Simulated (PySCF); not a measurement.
C$_{6}$H$_{3}$O$_{4}$S (SMILES C#Cc1ccc(S(=O)(=O)[O-])o1) (charge −1)

Input

```
{"job": {"xc": "KT2", "basis": "6-31G*", "kind": "nmr", "pop": true}, "charge": -1, "multiplicity": 1}
C      3.544823     1.195013    -0.158301
C      2.463006     0.673459    -0.090948
C      1.209494     0.051593    -0.011029
C      0.894240    -1.277888     0.155342
C     -0.514587    -1.339172     0.165990
C     -0.959909    -0.057116     0.007306
S     -2.672827     0.570910    -0.066522
O     -3.459256    -0.646095     0.085850
O     -2.756315     1.492517     1.057363
O     -2.761925     1.191227    -1.380629
O      0.068742     0.785354    -0.099838
H      4.487842     1.649670    -0.216104
H      1.592424    -2.086928     0.254695
H     -1.136430    -2.203019     0.274660
```

Command:

```sh
OMP_NUM_THREADS=1 python ens_run.py task.json out
```

Geometry: GFN2-xTB.

Level of theory: PySCF, KT2/6-31G*, SCF density, gas phase, non-relativistic.

**Predict the electron density and electron localisation function between the atoms.**

C–C (1.20 Å): ρ is about 2.8 e/Å³ halfway; the ELF peaks at about 0.85 between the atoms: a short, multiple covalent bond.
C–O (1.33 Å): ρ at the midpoint is about 2.4 e/Å³; the ELF peaks at about 0.90 between the atoms: a polar covalent bond.
S–O (1.46 Å): the density is about 2.3 e/Å³ at the midpoint; the ELF peaks at about 0.80 between the atoms, as expected for a short, strongly polar bond.
C–S (1.83 Å): ρ at the midpoint is about 1.3 e/Å³; the ELF peaks at about 0.95 between the atoms: a shared electron pair.

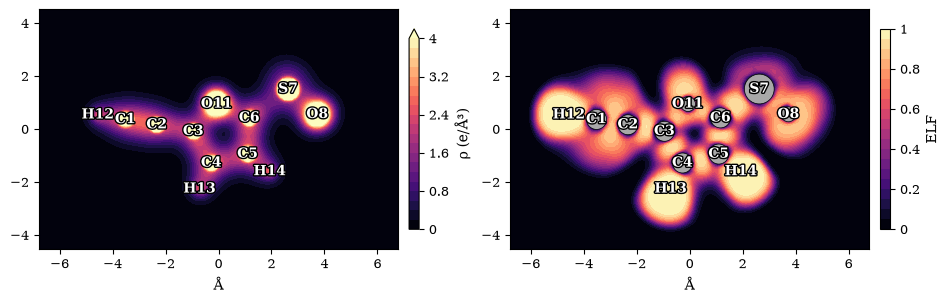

Computed electron density and electron localisation function on the plane of atoms C4, C3 and O11, in this order. Grey discs cover the atomic cores in the ELF map. 
